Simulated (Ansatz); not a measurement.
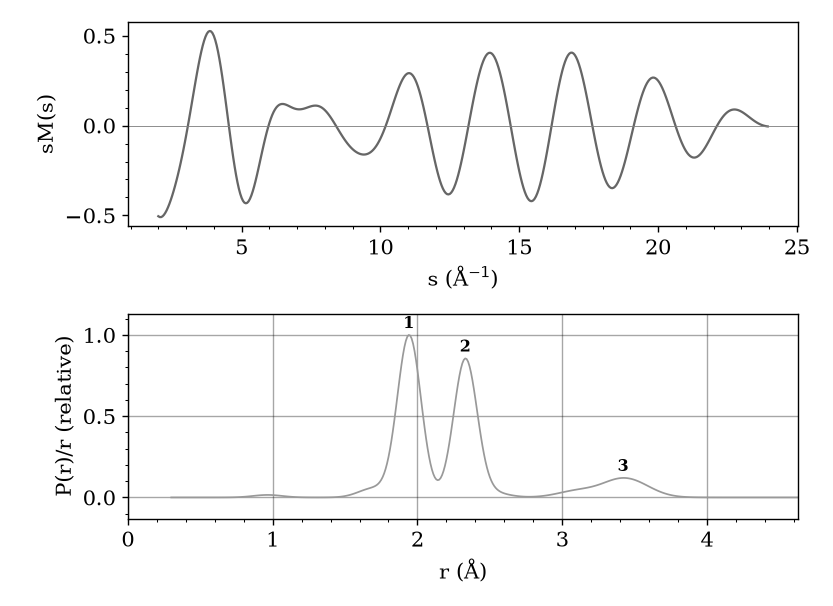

Simulated gas electron diffraction: reduced molecular intensity sM(s) from the Debye equation in the first Born approximation (top) and the radial distribution curve (bottom) of ClFH₂OSn. Each pair of atoms contributes with weight ZᵢZⱼ/r; damping constant 0.002 Å²; vibrational amplitudes assumed, not computed: 0.05 Å for bonds, 0.078 Å for bonds to H, 0.06 + 0.015 r up to 0.15 Å for other pairs. The geometry is the end point of an optimisation (Ansatz, RKS PBE0-D4/def2-SVP); it may be a saddle point or a higher isomer. SMILES: [OH][SnH]([F])[Cl].

Q: Assign the numbered peaks of the radial distribution curve (– bonded, ··· not bonded).

A: Peak 1, 1.94 Å: Sn–F 1.93 Å, Sn–O 1.96 Å
Peak 2, 2.33 Å: Sn–Cl 2.33 Å
Peak 3, 3.42 Å: Cl···F 3.37 Å, Cl···H 3.40–3.59 Å (×2), Cl···O 3.51 Å, not resolved; in its flanks F···O 3.12 Å
